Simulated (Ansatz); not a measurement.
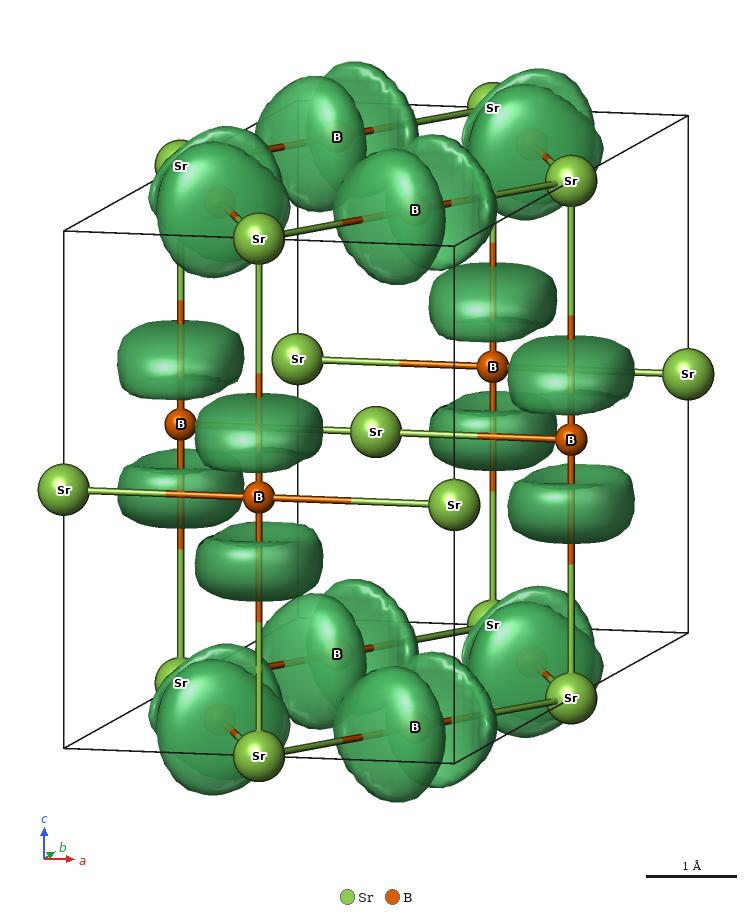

The picture shows: Sr2B3. Isosurface of the electron localisation function at 0.8 (green), seen slightly off an axis. Only the valence region is drawn (cores and ρ < 0.01 e/Å³ removed). Sticks mark near contacts.

Space group Cmmm; a structure generated by program, which may or may not match a known phase; computed without spin polarisation.

Computed with Ansatz 0.2.0, DFT PBE, scalar-relativistic, plane waves, PAW.

Core electrons are frozen (PAW), and the valence fields are smoothed inside the atomic spheres.

Input file:

```
crystal:
  lattice:
    - [2.3241246466, -5.057653514, 0.0]
    - [2.3241246466, 5.057653514, 0.0]
    - [0.0, 0.0, 5.7581025221]
  atoms:
    - { symbol: Sr, position: [0.0, 0.0, 0.5] }
    - { symbol: Sr, position: [0.5, 0.5, 0.0] }
    - { symbol: B, position: [0.0, 0.5, 0.0] }
    - { symbol: B, position: [0.5, 0.0, 0.0] }
    - { symbol: B, position: [0.5, 0.5, 0.5] }
basis:
  ecutwfc: 420
kpoints:
  mp_grid: { grid: [10, 10, 8] }
hamiltonian:
  xc: pbe
scf:
  occupations: { method: gaussian, width: 0.1 }
output:
  forces: true
  stress: true
  eigenvalues: true
  write_density: true
  write_potential: true
  elf: true
  volumetric_format: npy
relax:
  adjacent_minimum: "off"
  f_tol: 0.01
  max_steps: 80
  cell: { stress_tol: 0.05 }
```

Launched as:

```sh
ansatz run input.yaml --threads 1 --pin off --max-ram 2560MiB --backend cpu --events-out ev --progress --plain --runs-dir out
```

Below, planes, directions and counts refer to the conventional cell (a = 4.51 Å, b = 10.24 Å, c = 5.85 Å, α = 90.00°, β = 90.00°, γ = 90.00°).

The fields are those of the run's last geometry, not of the input's.

**Identify the bonds, lone pairs and shells in this picture.**

The ELF exceeds this value in twelve lobes of the valence shell of B pointing towards Sr, counted in one cell of 10 atoms. Regions shared between cells count once. Along the contacts the grid gives the following. Sr–B (2.26 Å): the ELF peaks at about 0.65 in the valence shell of B, 0.7 Å from its nucleus, and drops to about 0.35 between the two atoms.
